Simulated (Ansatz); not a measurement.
## ZrB2 (P6/mmm): the Drude term of Re ε in the infrared

Re ε of ZrB2 (P6/mmm) along x at low photon energies is read from one computed spectrum; the carriers' damping was typed as γ = 0.05 eV. x, y and z are the Cartesian axes of the input cell.

Symmetry: P6/mmm, No. 191, hexagonal system. The conventional cell has a = 3.170 Å, b = 3.170 Å, c = 3.533 Å, α = 90.00°, β = 90.00°, γ = 120.00°. Zr on site a has 12 B at 2.54 Å as nearest neighbours. B on site d has 3 B at 1.83 Å as nearest neighbours.

Method: Ansatz 0.2.0, PBE, independent particles, k-mesh 15×15×11 with interpolation inside its cells, Gaussian parameter 0.1 eV.

Launch of the response step: `ansatz run input.yaml --threads 4 --pin off --max-ram 8192MiB --backend cpu --events-out ev --progress --plain --runs-dir out`. The run took 2.1 min, on 4 threads of Intel(R) Xeon(R) Processor @ 2.50GHz (Skylake/Cascade Lake) (shared host).

```
photon energy E (eV)  wavelength (µm)    Re ε
                0.25             4.96  -255.0
                0.30             4.13  -166.4
                0.35             3.54  -112.3
                0.40             3.10   -77.2
                0.50             2.48       ?
                0.60             2.07   -15.2
                0.70             1.77    -3.8
```

A Drude term over a constant background gives Re ε = ε_b − ωp²/(E² + γ²), linear in 1/(E² + γ²).

Working, on the rows shown:

| x = 1/(E² + γ²) (eV⁻²) | y = Re ε |
| --- | --- |
| 15.3846 | -255 |
| 10.8108 | -166.4 |
| 8 | -112.3 |
| 6.15385 | -77.2 |
| 2.75862 | -15.2 |
| 2.03046 | -3.8 |

Means: x̄ = 7.5231, ȳ = -104.98. Σ(x − x̄)(y − ȳ) = -2406, Σ(x − x̄)² = 127.6. Slope = -2406 / 127.6 = -18.86; intercept = ȳ − slope · x̄ = 36.908. The line misses the rows shown by at most 2.4.

What does the fit predict for the withheld row, and how well does it do?

At x = 3.9604 the line gives y = -37.789. The run gave -36.4, so the interpolation is off by 1.4, 0.6 % of the range in the table.

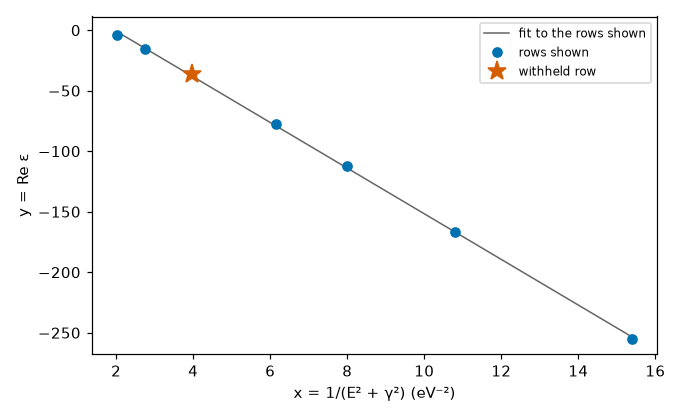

Refitted with all rows, the slope is -18.89 and the intercept 37.321. These give ωp = √(−slope) = 4.35 eV, against 4.45 eV from the program's Fermi-surface sum, and an intercept of 37.3. Taking the program's Drude term off the rows leaves 50 at the lowest energy and 36 at the highest, so the background isn't constant: interband transitions lie in or near the window, and neither fitted number can be trusted. The values come from a sum over the points of one k-mesh and carry its error, which is largest for Fermi-surface quantities. Spin-orbit coupling is left out.

[Logs are printed without paths, hosts, clocks, repeated set-up lines and the standing remarks that a program may print on its own settings, such as how far it seeks lower states.]
